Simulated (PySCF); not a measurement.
**One shape, several levels: BF2 (SMILES F[B]F)**

Aim: a comparison of 6 runs (UB2PLYP/cc-pVTZ, UM06-2X/cc-pVTZ, UM06-L/cc-pVTZ, UPBE/cc-pVTZ, UPBE0/cc-pVTZ, UCCSD(T)/cc-pVTZ) of BF2. Input form: a Python script.

The results are computed with PySCF 2.14.0.

1 further run of the same task is left out (set aside as unsound or not needed). Runs told in other sessions of the task aren't counted.

## (1) Starting point

The species is BF2 (3 atoms), meant as a doublet with charge 0. As SMILES, `F[B]F`. The F1–B2 distance was set to 1.698 Å, away from the relaxed value.

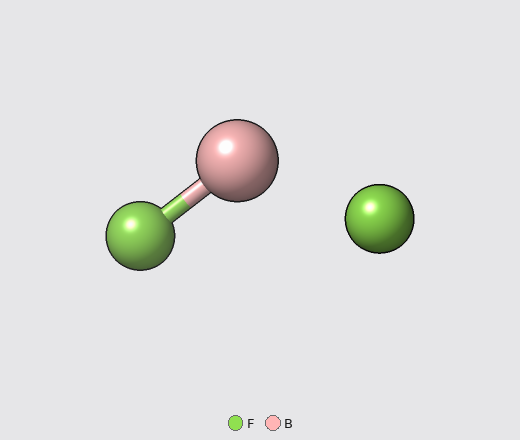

Viewed from a chosen angle; fluorine green, boron pink.

## (2) A single-point energy at UB2PLYP/cc-pVTZ (run 1)

File mol.xyz:

```xyz
3

F      0.583336    -1.429774     0.153609
B      0.279000     0.240500     0.181300
F     -0.802900     0.738900    -0.354600
```

File job.py:

```python
from pyscf import gto, dft, mp

system = gto.M(
    atom='mol.xyz',
    spin=1,
    max_memory=1860,
    basis='cc-pvtz',
    verbose=4,
)

mf = dft.UKS(system, xc='0.53*HF + 0.47*B88, 0.73*LYP')
mf.grids.level = 5
mf.conv_tol = 1e-10
mf.kernel()
if not mf.converged:
    mf = mf.newton().run(mf.mo_coeff, mf.mo_occ)

pt = mp.MP2(mf, frozen=3).run()
energy = mf.e_tot + 0.27 * pt.e_corr
print('PT2 part  %.8f' % (0.27 * pt.e_corr))
print('Final energy', energy)
```

Launch:

```bash
$ OMP_NUM_THREADS=1 python job.py
```

What it wrote:

```text
PySCF version 2.14.0

[INPUT] num. atoms = 3
[INPUT] num. electrons = 23
[INPUT] charge = 0
[INPUT] spin (= nelec alpha-beta = 2S) = 1
[INPUT] symmetry False subgroup None
[INPUT] Mole.unit = angstrom
[INPUT] Symbol           X                Y                Z      unit          X                Y                Z       unit  Magmom
[INPUT]  1 F      0.583336000000  -1.429774000000   0.153609000000 AA    1.102345278599  -2.701881280024   0.290278940268 Bohr   0.0
[INPUT]  2 B      0.279000000000   0.240500000000   0.181300000000 AA    0.527233588754   0.454479132958   0.342607346384 Bohr   0.0
[INPUT]  3 F     -0.802900000000   0.738900000000  -0.354600000000 AA   -1.517261105413   1.396318633441  -0.670096883771 Bohr   0.0

[... 43 lines left out ...]
WARN: HOMO -0.20549522854223 >= LUMO -0.205495228542235
[... 54 lines left out ...]
converged SCF energy = -224.286041682347  <S^2> = 0.75542873  2S+1 = 2.0054214
[... 1 line left out ...]
******** <class 'pyscf.mp.ump2.UMP2'> ********
nocc = (np.int64(9), np.int64(8)), nmo = (87, 87)
frozen orbitals 3
E(UMP2) = -224.985954072493  E_corr = -0.699912390146054
E(SCS-UMP2) = -224.962718853121  E_corr = -0.676677170774154
E_corr(same-spin) = -0.188328112385897
E_corr(oppo-spin) = -0.511584277760157
PT2 part  -0.18897635
Final energy -224.47501802768676
```

Wall time 20 s (1 thread of Arm Neoverse V1, shared host); peak memory 0.43 GiB.

## (3) The energy at UM06-2X/cc-pVTZ (run 2)

File input.xyz:

```xyz
3

F      0.583336    -1.429774     0.153609
B      0.279000     0.240500     0.181300
F     -0.802900     0.738900    -0.354600
```

File input.py:

```python
from pyscf import gto, dft

molecule = gto.M(
    atom='input.xyz',
    spin=1,
    max_memory=1860,
    verbose=3,
    basis='cc-pvtz',
)

mf = dft.UKS(molecule)
mf.xc = 'm06-2x'
mf.conv_tol = 1e-10
mf.grids.level = 5
mf.kernel()
if not mf.converged:
    mf = mf.newton().run(mf.mo_coeff, mf.mo_occ)

energy = mf.e_tot
print('Final energy', energy)
```

Launch:

```bash
$ OMP_NUM_THREADS=1 python input.py
```

What it wrote:

```text
WARN: HOMO -0.211106059759642 >= LUMO -0.211106059759638

converged SCF energy = -224.529844995716  <S^2> = 0.75360901  2S+1 = 2.0036058
Final energy -224.5298449957155
```

Wall time 43 s (1 thread of Arm Neoverse V1, shared host); peak memory 0.48 GiB.

## (4) The energy at UM06-L/cc-pVTZ (run 3)

input.xyz, as its differences from that of step 3:

```diff
@@ -1,3 +1,3 @@
 3
-
+BF2
 F      0.583336    -1.429774     0.153609
```

File job.py:

```python
from pyscf import gto, dft

mol = gto.M(
    atom='input.xyz',
    spin=1,
    basis='cc-pvtz',
    max_memory=1860,
    verbose=4,
)

mf = dft.UKS(mol, xc='m06-l')
mf.grids.level = 5
mf.conv_tol = 1e-10
mf.kernel()
if not mf.converged:
    mf = mf.newton().run(mf.mo_coeff, mf.mo_occ)

e_tot = mf.e_tot
print(f'total energy: {e_tot:.8f} hartree')
```

Launch:

```bash
$ OMP_NUM_THREADS=1 python job.py
```

What it wrote:

```text
PySCF version 2.14.0

[INPUT] num. atoms = 3
[INPUT] num. electrons = 23
[INPUT] charge = 0
[INPUT] spin (= nelec alpha-beta = 2S) = 1
[INPUT] symmetry False subgroup None
[INPUT] Mole.unit = angstrom
[INPUT] Symbol           X                Y                Z      unit          X                Y                Z       unit  Magmom
[INPUT]  1 F      0.583336000000  -1.429774000000   0.153609000000 AA    1.102345278599  -2.701881280024   0.290278940268 Bohr   0.0
[INPUT]  2 B      0.279000000000   0.240500000000   0.181300000000 AA    0.527233588754   0.454479132958   0.342607346384 Bohr   0.0
[INPUT]  3 F     -0.802900000000   0.738900000000  -0.354600000000 AA   -1.517261105413   1.396318633441  -0.670096883771 Bohr   0.0

[... 90 lines left out ...]
converged SCF energy = -224.556908945879  <S^2> = 0.7557489  2S+1 = 2.0057407
total energy: -224.55690895 hartree
```

Run time: 39 s. Hardware: 1 thread of Arm Neoverse V1, shared host; peak memory 0.48 GiB.

Runs 4 to 5 aren't shown in full; the table further down has their settings and results.

## (5) A single-point energy at UCCSD(T)/cc-pVTZ (run 6)

File calc.py:

```python
from pyscf import gto, scf, cc

mol = gto.M(
    atom='''
F        0.583336      -1.429774       0.153609
B        0.279000       0.240500       0.181300
F       -0.802900       0.738900      -0.354600
''',
    spin=1,
    basis='cc-pvtz',
    max_memory=1860,
    verbose=3,
)

myscf = scf.UHF(mol)
myscf.conv_tol = 1e-10
myscf.kernel()
if not myscf.converged:
    myscf = myscf.newton().run(myscf.mo_coeff, myscf.mo_occ)

mycc = cc.CCSD(myscf, frozen=3)
mycc.kernel()
e_t = mycc.ccsd_t()
energy = mycc.e_tot + e_t
print('Final energy', energy)
```

Launch:

```bash
$ OMP_NUM_THREADS=1 python calc.py
```

What it wrote:

```text
converged SCF energy = -223.635169725992  <S^2> = 0.75875871  2S+1 = 2.0087396
E(UCCSD) = -224.2171623044897  E_corr = -0.5819925784974602
UCCSD(T) correction = -0.0199804272442504
Final energy -224.23714273173394
```

Wall time 2.4 min (1 thread of Arm Neoverse V1, shared host); peak memory 2.6 GiB.

## (6) The series

```tsv
run	level	frozen core orbitals	integration grid	energy (Eh)	dipole moment (D) of the reference	HOMO energy (eV)	LUMO energy (eV)	wall time
1	UB2PLYP/cc-pVTZ	3	5	-224.475018	2.21	-9.91	-2.08	20 s
2	UM06-2X/cc-pVTZ	–	5	-224.529845	2.21	-9.65	-3.56	43 s
3	UM06-L/cc-pVTZ	–	5	-224.556909	2.03	-7.14	-4.07	39 s
4	UPBE/cc-pVTZ	–	5	-224.377242	1.86	-6.81	-4.39	16 s
5	UPBE0/cc-pVTZ	–	5	-224.371781	2.04	-8.39	-3.36	17 s
6	UCCSD(T)/cc-pVTZ	3	–	-224.237143	2.44	-12.67	0.70	2.4 min
```

## (7) Results

| quantity | value |
| --- | --- |
| run 6: total energy | -224.23714 Eh |
| run 6: dipole moment (Hartree–Fock density) | 2.44 D |
| run 6: HOMO energy (Hartree–Fock orbitals) (highest over α and β) | -12.67 eV |
| run 6: LUMO energy (Hartree–Fock orbitals) (lowest over α and β) | 0.70 eV |
| run 6: correlation energy (3 core orbitals frozen) | -602.0 mEh |
| run 6: (T) correction | -19.98 mEh |
| run 6: ⟨S²⟩ of the reference determinant | 0.759 |
| run 6: T1 diagnostic | 0.019 |

In words: Over runs 1, 2, 3, 4, 5 the dipole moment (its size) runs from 1.86 D (UPBE/cc-pVTZ) to 2.21 D (UB2PLYP/cc-pVTZ). A double hybrid's value is that of its SCF part. Totals of different functionals can't be ranked against each other. All runs together took 4.6 min, the longest 2.4 min.
